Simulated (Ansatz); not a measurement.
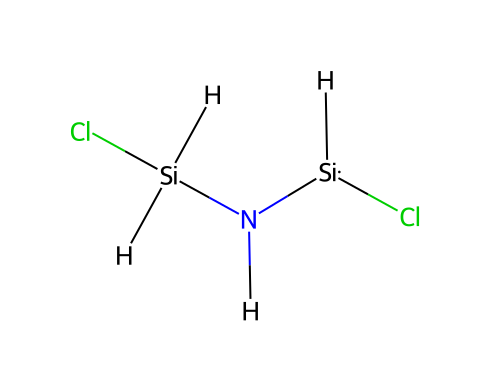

(Drawn from a calculation with Ansatz.)

State: neutral, doublet.

> Write the SMILES.

Cl[SiH]N[SiH2]Cl

> Give the formula, hydrogens included.

Cl2H4NSi2.

> An optimisation with PBE0-D4/def2-TZVP gave a structure of which point group?

C1. Other conformers may differ.
